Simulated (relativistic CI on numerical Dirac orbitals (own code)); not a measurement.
# Cu³⁺: 2p photoemission with charge transfer

Wanted: the shape of the 2p photoemission spectrum of Cu³⁺ in a cubic metal-ligand cluster, for 5 values of Delta.

The numbers are computed with relativistic CI on numerical Dirac orbitals (own code) version 3 (charge-transfer multiplet model of a cubic metal-ligand cluster with up to 2 ligand holes, Slater and spin-orbit integrals from Dirac-Coulomb-Breit ions, Slater integrals scaled by 0.7), except any that are marked as measured or tabulated.

## 1. Starting point

```
ion                  : Cu³⁺ (Cu IV)
nuclear charge       : 29
electrons            : 26
d electrons          : 8
ligand holes at most : 2
parameters           : in eV; Veg, Vt2g hoppings, tenDq and tenDqL metal and ligand splittings (negative tenDq: tetrahedral), red the scaling of hopping with a core hole
temperature          : 300 K
widths               : Lorentz 0.6 eV, Gauss 0.8 eV
```

## 2. Delta = 1.1 eV

The run's settings:

```ini
cluster ion=Cu3+ d8 ligand_holes=2 slater_scale=0.7
Delta=1.1 Udd=8.5 Upd=10.2 tenDq=0.8 tenDqL=0.5 Veg=1.7 Vt2g=-0.85 red=1
spectrum xps 2p T=300 lorentz=0.6 gauss=0.8
```

On the command line:

```console
$ python run_levels.py task.json out
```

task.json lists these runs, among others, and the program works through them in turn.

Results of the run (chosen fields of its result record, rounded):

```text
{
  "status": "converged",
  "curve, one point in 9 above 2 % of the maximum [energy, intensity] [eV from the first main peak; 1/eV]": [
    [-3, 0.00287],
    [-2.1, 0.005648],
    [-1.2, 0.01883],
    [-0.3, 0.114],
    [0.6, 0.08455],
    [1.5, 0.0178],
    [2.4, 0.008036],
    [3.3, 0.01122],
    [4.2, 0.03371],
    [5.1, 0.07211],
    [6, 0.05188],
    [6.9, 0.01153],
    [7.8, 0.006661],
    [8.7, 0.01311],
    [9.6, 0.05309],
    [10.5, 0.05532],
    [11.4, 0.05508],
    [12.3, 0.04108],
    [13.2, 0.02145],
    [14.1, 0.02267],
    [15, 0.01453],
    [15.9, 0.007788],
    [16.8, 0.00424],
    [17.7, 0.003144],
    [18.6, 0.00498],
    [19.5, 0.02198],
    [20.4, 0.06538],
    [21.3, 0.01924],
    [22.2, 0.005691],
    [23.1, 0.004461],
    [24, 0.01141],
    [24.9, 0.04478],
    [25.8, 0.02779],
    [26.7, 0.00566],
    [28.9, 0.002855],
    [29.8, 0.006891],
    [30.7, 0.02925],
    [31.6, 0.05058],
    [32.5, 0.03402],
    [33.4, 0.009385],
    [34.3, 0.007962],
    [35.2, 0.00389]
  ],
  "weights": [0.692901, 0.298187, 0.00891117],
  "n_d": 8.31601,
  "n_eg": 2.32715,
  "ground_S": 0.999218,
  "ground_energy [eV]": -3.76586,
  "cluster_levels [E_eV, degeneracy, S, weight_dn]": [
    [1.998e-14, 3, 0.9992, 0.6929],
    [1.107, 2, 0.3976, 0.5774],
    [1.272, 3, 0.9989, 0.7503],
    [1.313, 2, 0.8167, 0.6841],
    [1.334, 3, 0.9976, 0.7473],
    [1.361, 1, 0.9997, 0.7464],
    [1.741, 1, 0.3473, 0.4556],
    [1.988, 3, 0.9976, 0.7157],
    [2.001, 1, 0.8359, 0.6478],
    [2.06, 3, 0.9999, 0.6872],
    [2.084, 2, 0.9844, 0.6813],
    [2.522, 3, 0.07137, 0.5445],
    [2.836, 3, 0.02834, 0.4437],
    [3.202, 2, 0.9997, 0.6401],
    [3.206, 1, 0.9945, 0.6007],
    [3.206, 3, 0.9957, 0.6117],
    [3.217, 3, 0.9735, 0.6309],
    [4.07, 2, 0.04613, 0.4637],
    [4.075, 1, 0.02913, 0.001228],
    [4.076, 3, 0.9053, 0.06664],
    [4.077, 3, 0.9972, 0.001657],
    [4.079, 3, 0.9919, 0.001912],
    "... 2 more rows left out ..."
  ],
  "atomic [eV]": {"ground": {"F2dd": 9.68316, "F4dd": 6.04161, "zeta_d": 0.109594}, "final": {"F2dd": 10.8615, "F4dd": 6.81237, "zeta_d": 0.149618, "zeta_core": 13.37, "F2cd": 6.61819, "G1cd": 5.13319, "G3cd": 2.9222}}
}
```

Wall time 1.1 s (1 thread of Intel Xeon 6975P-C, shared host); peak memory 0.2 GiB.

## 3. Delta = 0.1 eV

The run's settings:

```ini
cluster ion=Cu3+ d8 ligand_holes=2 slater_scale=0.7
Delta=0.1 Udd=8.5 Upd=10.2 tenDq=0.8 tenDqL=0.5 Veg=1.7 Vt2g=-0.85 red=1
spectrum xps 2p T=300 lorentz=0.6 gauss=0.8
```

Results of the run:

```text
{
  "status": "converged",
  "curve, one point in 15 above 2 % of the maximum [energy, intensity] [eV from the first main peak; 1/eV]": [
    [-3, 0.002982],
    [-1.5, 0.01195],
    [0, 0.1453],
    [1.5, 0.01617],
    [3, 0.01295],
    [4.5, 0.05459],
    [6, 0.06731],
    [7.5, 0.007047],
    [9, 0.004535],
    [10.5, 0.0279],
    [12, 0.04994],
    [13.5, 0.03758],
    [15, 0.01647],
    [16.5, 0.01065],
    [18, 0.005678],
    [19.5, 0.02654],
    [21, 0.02823],
    [22.5, 0.004474],
    [24, 0.01345],
    [25.5, 0.04869],
    [27, 0.00485],
    [31.5, 0.01202],
    [33, 0.04338],
    [34.5, 0.009455],
    [36, 0.005153]
  ],
  "weights": [0.595517, 0.389518, 0.014965],
  "n_d": 8.41945,
  "n_eg": 2.42881,
  "ground_S": 0.999195,
  "ground_energy [eV]": -4.1317,
  "cluster_levels [E_eV, degeneracy, S, weight_dn]": [
    [1.155e-14, 3, 0.9992, 0.5955],
    [0.9386, 2, 0.1069, 0.4101],
    [1.333, 3, 0.9985, 0.6437],
    [1.34, 2, 0.9685, 0.6318],
    [1.391, 3, 0.9973, 0.6398],
    [1.417, 1, 0.9993, 0.6379],
    [1.436, 1, 0.07913, 0.2855],
    [1.982, 1, 0.9718, 0.5653],
    [1.988, 3, 0.9964, 0.5582],
    [2.028, 3, 0.9987, 0.5262],
    [2.048, 2, 0.9894, 0.5246],
    [2.347, 3, 0.04933, 0.3979],
    [2.562, 3, 0.03498, 0.3103],
    [3.104, 1, 0.9919, 0.4819],
    [3.115, 3, 0.9969, 0.4907],
    [3.138, 2, 0.9995, 0.5119],
    [3.145, 3, 0.9828, 0.5044],
    [3.442, 1, 0.03566, 0.001332],
    [3.444, 3, 0.9931, 0.002122],
    [3.446, 3, 0.9937, 0.00329],
    [3.446, 3, 0.9917, 0.002959],
    [3.759, 3, 0.5457, 0.1634],
    "... 2 more rows left out ..."
  ],
  "atomic [eV]": {"ground": {"F2dd": 9.68316, "F4dd": 6.04161, "zeta_d": 0.109594}, "final": {"F2dd": 10.8615, "F4dd": 6.81237, "zeta_d": 0.149618, "zeta_core": 13.37, "F2cd": 6.61819, "G1cd": 5.13319, "G3cd": 2.9222}}
}
```

It took 1.1 s on 1 thread of Intel Xeon 6975P-C, shared host; peak memory 0.2 GiB.

## 4. Delta = 2.1 eV

The run's settings:

```ini
cluster ion=Cu3+ d8 ligand_holes=2 slater_scale=0.7
Delta=2.1 Udd=8.5 Upd=10.2 tenDq=0.8 tenDqL=0.5 Veg=1.7 Vt2g=-0.85 red=1
spectrum xps 2p T=300 lorentz=0.6 gauss=0.8
```

Results of the run:

```text
{
  "status": "converged",
  "curve, one point in 14 above 2 % of the maximum [energy, intensity] [eV from the first main peak; 1/eV]": [
    [-3.1, 0.002671],
    [-1.7, 0.008633],
    [-0.3, 0.1121],
    [1.1, 0.03547],
    [2.5, 0.008629],
    [3.9, 0.01405],
    [5.3, 0.07674],
    [6.7, 0.01686],
    [8.1, 0.03844],
    [9.5, 0.06367],
    [10.9, 0.05268],
    [12.3, 0.02177],
    [13.7, 0.01749],
    [15.1, 0.006359],
    [18.2, 0.003245],
    [19.6, 0.02437],
    [21, 0.03735],
    [22.4, 0.006146],
    [23.8, 0.005984],
    [25.2, 0.04273],
    [26.6, 0.00723],
    [28, 0.004115],
    [29.4, 0.0271],
    [30.8, 0.05935],
    [32.2, 0.01071],
    [33.6, 0.006171]
  ],
  "weights": [0.769145, 0.225527, 0.00532785],
  "n_d": 8.23618,
  "n_eg": 2.24916,
  "ground_S": 0.999229,
  "ground_energy [eV]": -3.49172,
  "cluster_levels [E_eV, degeneracy, S, weight_dn]": [
    [7.55e-15, 3, 0.9992, 0.7691],
    [1.147, 2, 0.8602, 0.7863],
    [1.211, 3, 0.9991, 0.8243],
    [1.276, 3, 0.9978, 0.8219],
    [1.303, 1, 0.9999, 0.8216],
    [1.383, 2, 0.3476, 0.661],
    [1.84, 1, 0.9062, 0.7845],
    [1.945, 3, 0.9982, 0.8199],
    [2.041, 3, 0.9996, 0.8007],
    [2.074, 2, 0.975, 0.7909],
    [2.162, 1, 0.2256, 0.5341],
    [2.641, 3, 0.1054, 0.6774],
    [3.056, 3, 0.03973, 0.5849],
    [3.239, 2, 0.9994, 0.7425],
    [3.264, 3, 0.9604, 0.7331],
    [3.27, 3, 0.9897, 0.7187],
    [3.279, 1, 0.9952, 0.7117],
    [4.235, 2, 0.01375, 0.6604],
    [4.269, 3, 0.01839, 0.6466],
    [4.8, 1, 0.026, 0.001077],
    [4.802, 3, 0.9983, 0.001383],
    [4.802, 3, 0.9961, 0.001585],
    "... 2 more rows left out ..."
  ],
  "atomic [eV]": {"ground": {"F2dd": 9.68316, "F4dd": 6.04161, "zeta_d": 0.109594}, "final": {"F2dd": 10.8615, "F4dd": 6.81237, "zeta_d": 0.149618, "zeta_core": 13.37, "F2cd": 6.61819, "G1cd": 5.13319, "G3cd": 2.9222}}
}
```

Run time: 1.1 s. Hardware: 1 thread of Intel Xeon 6975P-C, shared host; peak memory 0.2 GiB.

## 5. Delta = 3.1 eV

The run's settings:

```ini
cluster ion=Cu3+ d8 ligand_holes=2 slater_scale=0.7
Delta=3.1 Udd=8.5 Upd=10.2 tenDq=0.8 tenDqL=0.5 Veg=1.7 Vt2g=-0.85 red=1
spectrum xps 2p T=300 lorentz=0.6 gauss=0.8
```

Results of the run:

```text
{
  "status": "converged",
  "curve, one point in 13 above 2 % of the maximum [energy, intensity] [eV from the first main peak; 1/eV]": [
    [-3.1, 0.002721],
    [-1.8, 0.007898],
    [-0.5, 0.08778],
    [0.8, 0.05563],
    [2.1, 0.01245],
    [3.4, 0.01048],
    [4.7, 0.03789],
    [6, 0.06729],
    [7.3, 0.04418],
    [8.6, 0.06302],
    [9.9, 0.05308],
    [11.2, 0.0234],
    [12.5, 0.02061],
    [13.8, 0.007758],
    [18, 0.002688],
    [19.3, 0.01222],
    [20.6, 0.05715],
    [21.9, 0.01229],
    [23.2, 0.005197],
    [24.5, 0.008634],
    [25.8, 0.04144],
    [27.1, 0.007225],
    [28.4, 0.02601],
    [29.7, 0.06251],
    [31, 0.01261],
    [32.3, 0.007812]
  ],
  "weights": [0.825381, 0.171365, 0.00325426],
  "n_d": 8.17787,
  "n_eg": 2.19261,
  "ground_S": 0.999231,
  "ground_energy [eV]": -3.28629,
  "cluster_levels [E_eV, degeneracy, S, weight_dn]": [
    [2.665e-14, 3, 0.9992, 0.8254],
    [1.113, 2, 0.9535, 0.8644],
    [1.157, 3, 0.9992, 0.8735],
    [1.224, 3, 0.9978, 0.8717],
    [1.251, 1, 0.9999, 0.8716],
    [1.492, 2, 0.2142, 0.7291],
    [1.796, 1, 0.9758, 0.8787],
    [1.887, 3, 0.9985, 0.8816],
    [1.999, 3, 0.9991, 0.8696],
    [2.044, 2, 0.9569, 0.8562],
    [2.399, 1, 0.07237, 0.6154],
    [2.709, 3, 0.1377, 0.777],
    [3.206, 3, 0.1255, 0.7095],
    [3.252, 2, 0.9988, 0.8198],
    [3.286, 3, 0.9473, 0.8121],
    [3.306, 3, 0.9549, 0.7988],
    [3.319, 1, 0.9951, 0.7994],
    [4.299, 2, 0.009633, 0.7944],
    [4.345, 3, 0.01222, 0.7862],
    [5.594, 1, 0.0249, 0.0009231],
    [5.595, 3, 0.9987, 0.001156],
    [5.595, 3, 0.9969, 0.001274],
    "... 2 more rows left out ..."
  ],
  "atomic [eV]": {"ground": {"F2dd": 9.68316, "F4dd": 6.04161, "zeta_d": 0.109594}, "final": {"F2dd": 10.8615, "F4dd": 6.81237, "zeta_d": 0.149618, "zeta_core": 13.37, "F2cd": 6.61819, "G1cd": 5.13319, "G3cd": 2.9222}}
}
```

Wall time 1.1 s (1 thread of Intel Xeon 6975P-C, shared host); peak memory 0.2 GiB.

## 6. Delta = 4.1 eV

The run's settings:

```ini
cluster ion=Cu3+ d8 ligand_holes=2 slater_scale=0.7
Delta=4.1 Udd=8.5 Upd=10.2 tenDq=0.8 tenDqL=0.5 Veg=1.7 Vt2g=-0.85 red=1
spectrum xps 2p T=300 lorentz=0.6 gauss=0.8
```

Results of the run:

```text
{
  "status": "converged",
  "curve, one point in 13 above 2 % of the maximum [energy, intensity] [eV from the first main peak; 1/eV]": [
    [-3.1, 0.002693],
    [-1.8, 0.007486],
    [-0.5, 0.07969],
    [0.8, 0.06231],
    [2.1, 0.01551],
    [3.4, 0.01535],
    [4.7, 0.02971],
    [6, 0.1072],
    [7.3, 0.04457],
    [8.6, 0.05875],
    [9.9, 0.02869],
    [11.2, 0.02943],
    [12.5, 0.01031],
    [13.8, 0.003235],
    [19.1, 0.007022],
    [20.4, 0.05874],
    [21.7, 0.0201],
    [23, 0.007335],
    [24.3, 0.004886],
    [25.6, 0.03508],
    [26.9, 0.02378],
    [28.2, 0.03526],
    [29.5, 0.03714],
    [30.8, 0.01181],
    [32.1, 0.004123]
  ],
  "weights": [0.865903, 0.132048, 0.00204886],
  "n_d": 8.13615,
  "n_eg": 2.15248,
  "ground_S": 0.999228,
  "ground_energy [eV]": -3.13045,
  "cluster_levels [E_eV, degeneracy, S, weight_dn]": [
    [1.998e-14, 3, 0.9992, 0.8659],
    [1.073, 2, 0.9743, 0.9028],
    [1.111, 3, 0.9992, 0.9062],
    [1.179, 3, 0.9978, 0.9048],
    [1.207, 1, 1, 0.9049],
    [1.575, 2, 0.2372, 0.8],
    [1.74, 1, 0.9876, 0.9189],
    [1.831, 3, 0.9987, 0.9181],
    [1.952, 3, 0.9987, 0.9105],
    [2.013, 2, 0.9248, 0.8934],
    [2.586, 1, 0.04291, 0.7109],
    [2.742, 3, 0.1636, 0.8442],
    [3.25, 2, 0.9981, 0.8729],
    [3.285, 3, 0.6344, 0.8277],
    [3.29, 3, 0.9361, 0.8673],
    [3.333, 1, 0.9946, 0.8598],
    [3.333, 3, 0.6044, 0.8271],
    [4.308, 2, 0.008906, 0.8723],
    [4.359, 3, 0.0105, 0.8674],
    [6.197, 1, 0.01034, 0.4298],
    [6.437, 1, 0.02491, 0.0007855],
    [6.438, 3, 0.9989, 0.0009659],
    "... 2 more rows left out ..."
  ],
  "atomic [eV]": {"ground": {"F2dd": 9.68316, "F4dd": 6.04161, "zeta_d": 0.109594}, "final": {"F2dd": 10.8615, "F4dd": 6.81237, "zeta_d": 0.149618, "zeta_core": 13.37, "F2cd": 6.61819, "G1cd": 5.13319, "G3cd": 2.9222}}
}
```

Wall time 1.1 s (1 thread of Intel Xeon 6975P-C, shared host); peak memory 0.2 GiB.

## 7. The spectra side by side

| run | d count | weight without ligand hole | ground S | up to four highest peaks (% of the highest), eV from the first main peak |
| --- | --- | --- | --- | --- |
| Delta = 1.1 eV | 8.32 | 0.69 | 1.00 | 0.0 (100), 5.3 (53), 10.9 (44), 20.3 (47) |
| Delta = 0.1 eV | 8.42 | 0.60 | 1.00 | 0.0 (100), 5.7 (51), 20.3 (47), 25.1 (40) |
| Delta = 2.1 eV | 8.24 | 0.77 | 1.00 | 0.0 (100), 5.3 (58), 9.7 (49), 20.4 (47) |
| Delta = 3.1 eV | 8.18 | 0.83 | 1.00 | 0.0 (100), 5.5 (69), 8.7 (49), 9.4 (49) |
| Delta = 4.1 eV | 8.14 | 0.87 | 1.00 | 0.0 (100), 5.7 (89), 8.7 (45), 20.5 (46) |

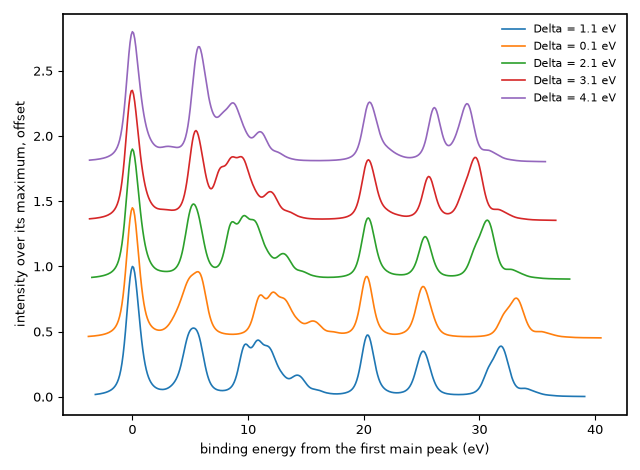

The spectra, each scaled to its maximum and offset.

## 8. Outcome

| quantity | value |
| --- | --- |
| d count | 8.14 to 8.42 |
| ground spin (effective S from ⟨S²⟩) | 1.00 |

**Reading.** From Delta = 0.1 eV to Delta = 4.1 eV the ground-state d count goes from 8.42 to 8.14. In the first run d8 holds 69 % of the ground state. The cluster parameters are drawn, not fitted to a compound.
